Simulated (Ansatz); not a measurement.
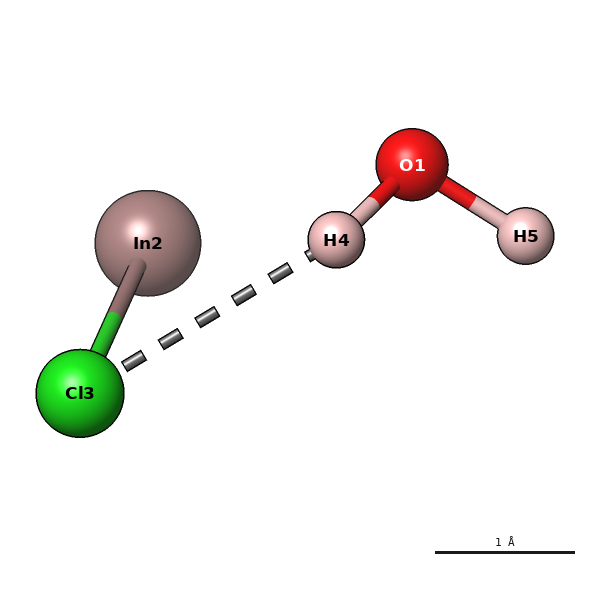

Broken lines mark hydrogen bonds. Computed geometry: PBE-D4/def2-SVP optimisation. No frequency run is at hand to confirm it as a minimum.

Tabulate the hydrogen bonds (donors O, N, F, S, Cl) with their geometry.

```
    D–H···A  D–H (Å)  H···A (Å)  angle (°)            kind
O1–H4···Cl3     1.00       2.16        139  intermolecular
```
